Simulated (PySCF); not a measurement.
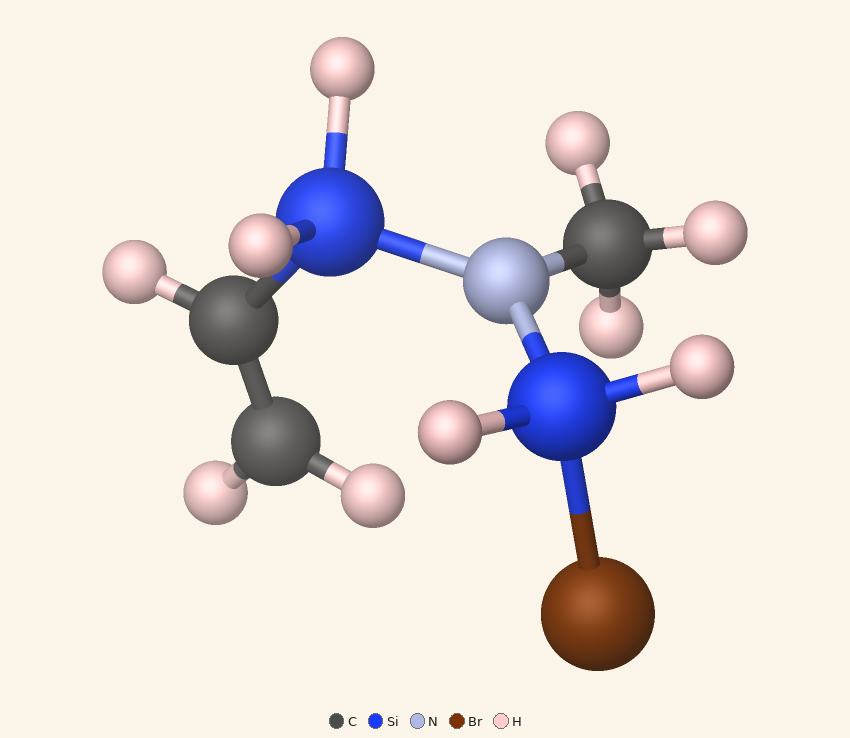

Computed geometry: GFN2-xTB optimisation. No frequency run is at hand to confirm it as a minimum.

Draw it as a skeletal formula.

SMILES: C=C[SiH2]N(C)[SiH2]Br

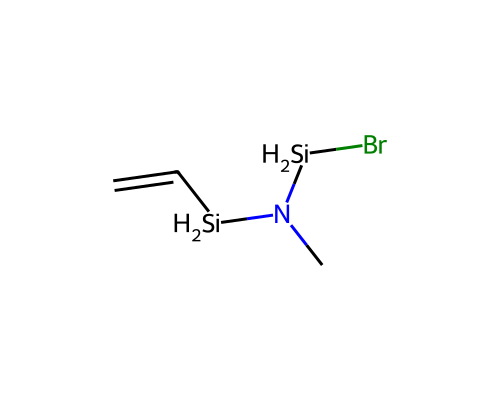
